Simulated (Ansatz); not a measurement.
Cost and result by functional for the surface energy of the (21-33) surface of hcp Re in its 1x1 cell, outermost plane spacing 0.13 Å in the ideal cut, in Ansatz (plane waves, PAW). Single points on the PBE structure, on one kind of machine; costs are rough ratios of the slab run's core time (references not counted) to the cheapest single point. r2SCAN's cost holds its higher cutoff (500 against 420 eV). Differences are taken against r2SCAN for comparison alone: no measured value is at hand, so the table doesn't rank accuracy.

Set-up: 28 atoms, 10.2 Å thick at the start (thin: gaps and levels are the slab's own); mesh 7x5x1; 0.1 eV smearing; dipole correction on; all atoms relaxed; symmetry of the start imposed; no spin, no spin-orbit, no U. These notes are the PBE run's.

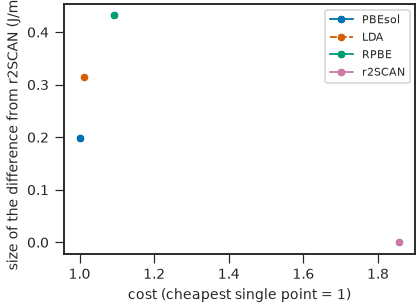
Difference from r2SCAN against cost

```csv
functional,relative cost,surface energy (J/m²),less r2SCAN (J/m²)
PBEsol,1,3.92,0.20
LDA,1,4.04,0.31
RPBE,1,3.29,-0.43
r2SCAN,2,3.73,0.00
PBE (the relaxed run's value),–,3.51,-0.22
```

The values span 0.75 J/m², while the single points' costs differ by a factor of roughly 2. Differences are of unrounded values.

Ansatz is an electronic-structure program.
